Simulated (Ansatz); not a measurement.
# CH9NOSi2: molecular dynamics, part 2 of 2

Aim: let a guess near a reaction's saddle point go and see which way it falls. Runs: 150 steps of 0.5 fs at constant energy, with velocities drawn for 1000 K; 150 steps of 0.5 fs at constant energy, with velocities drawn for 100 K. Reaction type: 1,2-elimination.

Ansatz 0.2.0; UKS B3LYP-D4/STO-3G. The steps go on from the part before.

## 8. Frames and traces

One step in 8; energies are changes from step 0:

```csv
time (fs),T (K),potential energy change (meV/atom),total energy change (meV/atom),H5–O2 (Å),Si1–O2 (Å),H5–N4 (Å)
0.0,100,0.0,0.00,1.28,2.07,1.34
4.0,435,-37.3,-0.19,1.46,2.05,1.14
8.0,683,-64.9,-0.37,1.75,1.99,0.99
12.0,778,-75.1,-0.04,1.93,1.89,1.17
16.0,1046,-104.8,0.03,2.03,1.77,0.95
20.0,1148,-116.3,-0.17,2.09,1.66,1.16
24.0,1162,-118.1,-0.40,2.25,1.59,1.06
28.0,815,-79.3,-0.11,2.49,1.58,1.08
32.0,1113,-112.3,-0.12,2.64,1.61,1.16
36.0,1533,-159.0,-0.31,2.77,1.67,0.99
40.0,1308,-134.2,-0.35,2.97,1.76,1.13
44.0,896,-88.4,-0.20,3.17,1.85,1.00
48.0,761,-73.5,-0.21,3.34,1.92,1.08
52.0,900,-88.7,-0.11,3.36,1.95,1.03
56.0,911,-89.8,0.07,3.47,1.93,1.03
60.0,708,-67.4,-0.03,3.71,1.88,1.05
64.0,850,-83.5,-0.42,3.91,1.79,1.04
68.0,996,-99.7,-0.34,3.90,1.68,1.05
72.0,840,-82.4,-0.42,3.72,1.60,1.05
75.0,637,-59.4,0.06,3.58,1.59,1.07
```

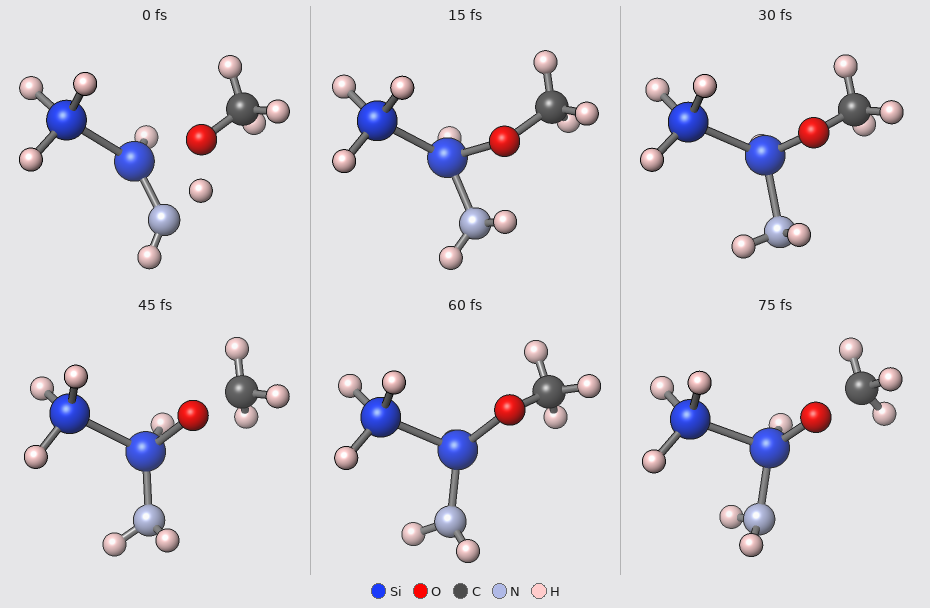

The system at six times, viewed from a chosen angle. Sticks join atoms within a bonding distance in each frame.

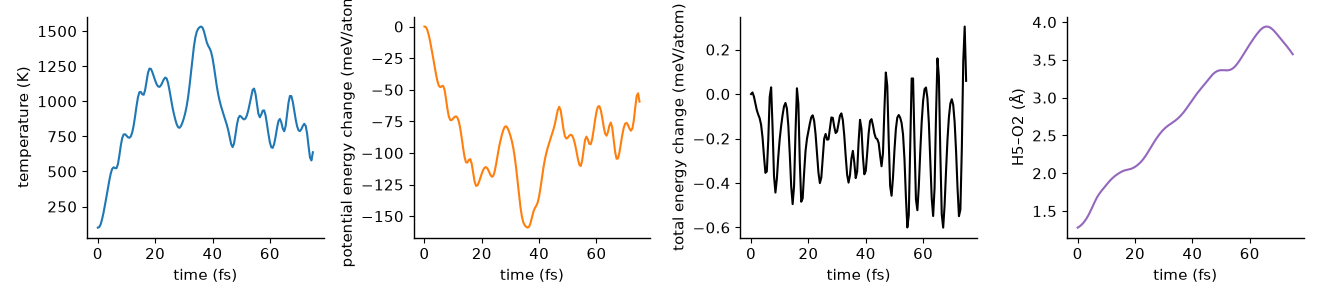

Time series of the run, each on its own scale.

Bonds that form or break, judged by distance (formed within 1.15 times the sum of covalent radii and held on average over 12 fs, broken when stretched by half; pairs already stretched at the start don't count as bonds):

```csv
time (fs),bond,event
4.5,N4–H5,forms
9.0,Si1–O2,forms
```

## 9. Frames from the trajectory

Extended XYZ, with forces in eV/Å:

```xyz
14
time_fs=10.5 T=744 dE=-1.0014
Si   -0.507    0.587    0.547    3.079   -3.752   -1.603
O     0.839   -0.676   -0.010   -1.524   -1.762   -0.292
C     0.591   -2.201    0.114   -0.265    2.465   -0.622
N     0.740    0.861    1.691    3.333   -0.905    1.313
H     1.661    0.238    1.400   -3.422    1.413    0.178
H    -1.603   -0.206    1.036   -0.509    0.196    0.401
Si   -0.963    1.704   -1.363    0.222    0.802   -0.390
H     0.154   -2.537    1.055   -0.348    0.166    0.853
H     1.540   -2.744    0.011    0.555    0.321   -0.073
H    -0.060   -2.591   -0.680   -0.378    0.020   -0.447
H     1.152    1.728    2.050   -0.455    1.396    0.262
H    -0.301    1.060   -2.483   -0.103   -0.074    0.204
H    -2.369    1.792   -1.675   -0.110   -0.113    0.104
H    -0.458    3.067   -1.347   -0.077   -0.173    0.110
14
time_fs=21.5 T=1103 dE=-1.5566
Si   -0.409    0.422    0.461   -0.208    3.604    2.402
O     0.718   -0.640   -0.044    0.882   -3.632   -1.541
C     0.504   -2.099    0.107    1.489    1.663   -0.617
N     0.772    0.965    1.855    0.435   -0.002   -1.670
H     1.754    0.475    1.446   -2.650    2.302    0.955
H    -1.658    0.150    1.120   -0.244   -0.897    0.241
Si   -0.961    1.711   -1.344    1.105   -0.807    0.857
H     0.113   -2.379    1.081   -0.370   -0.298    0.889
H     1.548   -2.445    0.011   -0.093   -0.878    0.086
H    -0.104   -2.575   -0.678   -0.327    0.038   -0.358
H     0.858    2.074    1.821    0.714   -1.874   -0.230
H    -0.283    0.951   -2.354   -0.016    0.274   -0.658
H    -2.358    1.674   -1.585   -0.662    0.192   -0.177
H    -0.438    3.043   -1.266   -0.054    0.314   -0.180
14
time_fs=32.0 T=1113 dE=-1.5728
Si   -0.322    0.364    0.469   -1.296    3.461    2.337
O     0.656   -0.740   -0.180    3.016    3.512   -1.966
C     0.470   -2.024    0.109   -1.025   -5.251    0.001
N     0.696    1.098    1.941    1.684    2.332   -3.572
H     1.759    0.979    1.498   -2.339   -0.066    1.127
H    -1.518   -0.118    1.176    0.319   -0.243   -0.445
Si   -0.937    1.700   -1.314    0.485   -0.376    0.180
H     0.026   -2.223    1.081   -0.443   -0.383    1.143
H     1.380   -2.657    0.059    0.382    0.253   -0.100
H    -0.230   -2.439   -0.641   -0.337   -0.930   -0.117
H     0.640    2.219    1.646   -0.099   -2.461    1.081
H    -0.404    1.184   -2.542    0.221   -0.277   -0.131
H    -2.340    1.711   -1.506   -0.834   -0.072    0.107
H    -0.539    3.068   -1.300    0.266    0.502    0.353
14
time_fs=43.0 T=963 dE=-1.3416
Si   -0.268    0.425    0.559    0.675   -1.914   -3.308
O     0.749   -0.740   -0.418   -1.529   -2.943    2.600
C     0.360   -2.268    0.138    1.867    3.627   -1.648
N     0.566    1.242    1.858   -0.673    3.633    1.547
H     1.609    1.233    1.843    0.191   -0.261   -0.279
H    -1.252   -0.571    0.980   -0.437    1.081    0.602
Si   -0.913    1.688   -1.283   -0.548    0.358    1.315
H     0.005   -2.263    1.167   -0.093    0.052    0.609
H     1.322   -2.808    0.079   -0.065   -0.206    0.015
H    -0.389   -2.786   -0.486   -0.065    0.321   -0.323
H     0.320    2.353    2.026    0.531   -3.602   -0.826
H    -0.469    1.328   -2.600    0.238   -0.351   -0.020
H    -2.349    1.701   -1.281   -0.284   -0.044   -0.234
H    -0.554    3.064   -1.071    0.192    0.250   -0.049
14
time_fs=53.5 T=1040 dE=-1.4618
Si   -0.199    0.430    0.547   -1.197   -2.246   -2.266
O     0.765   -0.902   -0.495   -1.771    0.530    3.171
C     0.358   -2.267    0.090    0.825    1.075   -0.341
N     0.455    1.391    1.825   -2.694    0.690    0.290
H     1.438    1.361    1.917    2.650    0.930    0.804
H    -1.389   -0.203    1.218    0.814    0.115   -0.765
Si   -0.910    1.696   -1.216   -0.361   -0.130    0.623
H     0.070   -2.229    1.150   -0.177    0.076    0.300
H     1.218   -2.964    0.045    0.210    0.160   -0.257
H    -0.467   -2.757   -0.461   -0.192    0.275   -0.231
H    -0.073    2.281    2.159    1.629   -1.877   -0.801
H    -0.374    1.206   -2.475   -0.120    0.282    0.131
H    -2.378    1.657   -1.248    0.567    0.182   -0.204
H    -0.468    3.050   -0.923   -0.184   -0.061   -0.455
14
time_fs=64.5 T=806 dE=-1.0963
Si   -0.139    0.366    0.443   -0.159    0.897    2.254
O     0.694   -0.965   -0.393    1.202    4.885   -0.037
C     0.372   -2.237    0.050   -1.729   -2.131    1.373
N     0.421    1.484    1.803    3.878   -3.715   -1.528
H     1.284    1.944    2.170    0.548   -1.158   -1.190
H    -1.377   -0.024    1.124    0.347   -0.777   -0.217
Si   -0.908    1.704   -1.126   -0.267    1.119   -2.899
H     0.132   -2.286    1.142    0.257   -0.481   -0.168
H     1.192   -2.943   -0.190    0.079   -0.107    0.065
H    -0.548   -2.558   -0.490   -0.073   -0.704    0.124
H    -0.247    2.105    2.094   -4.391    2.663    1.063
H    -0.311    1.231   -2.377   -0.298    0.125    0.234
H    -2.362    1.732   -1.398    0.721   -0.208    0.505
H    -0.485    3.104   -1.102   -0.114   -0.408    0.422
14
time_fs=75.0 T=637 dE=-0.8320
Si   -0.105    0.346    0.415   -2.788    2.750    2.784
O     0.702   -0.828   -0.293    2.533   -6.705   -1.463
C     0.296   -2.341    0.083    1.879    2.772   -0.300
N     0.404    1.457    1.750    5.649   -4.147   -1.389
H     1.209    2.145    1.626   -1.430   -0.472   -0.139
H    -1.176   -0.468    0.907   -0.930    0.656    0.947
Si   -0.901    1.736   -1.118   -0.669    0.601   -1.708
H     0.320   -2.624    1.171   -0.220    0.782   -0.428
H     1.140   -2.870   -0.378    0.191   -0.445   -0.217
H    -0.633   -2.740   -0.378   -0.177    0.746   -0.013
H    -0.449    1.849    1.922   -4.373    3.535    1.646
H    -0.379    1.306   -2.410   -0.180    0.290    0.125
H    -2.369    1.665   -1.223    0.647    0.105    0.123
H    -0.523    3.140   -0.940   -0.131   -0.467    0.033
```

Reading of run 2. At the last frame the bonds meant to break are whole and the new ones absent: it fell back to the reactants' side (CH9NOSi2). The temperature starts at 100 K and averages 908 K in the second half, where it ranges from 579 to 1459 K; the start was no minimum (force components up to 5.7 eV/Å), and the potential energy that it sheds (90 meV/atom) turns into motion, which in so few atoms is no thermal temperature. The total energy strays from its start by at most 0.60 meV/atom, 0.6 % of the mean kinetic energy, so a step of 0.5 fs is short enough over this time. The bonding pattern changes, first at 4.5 fs: N4–H5 forms. By that distance rule the pieces at the end are CH9NOSi2; a long dative bond can count as broken.

## 10. Results

What follows sums up all 2 parts.

| quantity | value |
| --- | --- |
| run 1: length | 150 steps of 0.5 fs |
| run 1: temperature, first and last step | 1000 and 1053 K |
| run 1: temperature, second half | mean 1536 K, from 1053 to 2250 K |
| run 1: potential energy, second half | -59 meV/atom from this run's first step |
| run 1: largest change of the total energy | 0.36 meV/atom |
| run 1: bonds formed or broken | 2 |
| run 2: length | 150 steps of 0.5 fs |
| run 2: temperature, first and last step | 100 and 637 K |
| run 2: temperature, second half | mean 908 K, from 579 to 1459 K |
| run 2: potential energy, second half | -90 meV/atom from this run's first step |
| run 2: largest change of the total energy | 0.60 meV/atom |
| run 2: bonds formed or broken | 2 |

In words: Mean temperatures of the second halves: 1536 K, 908 K. Bonds changed in run 1, run 2. Run 1: at the last frame the bonds meant to break are whole and the new ones absent: it fell back to the reactants' side (CH9NOSi2). Run 2: at the last frame the bonds meant to break are whole and the new ones absent: it fell back to the reactants' side (CH9NOSi2). Averages from a run of 75 fs with 14 atoms are rough. The nuclei move classically, without zero-point motion, which matters most for hydrogen. The basis is very small, so the numbers are rough.
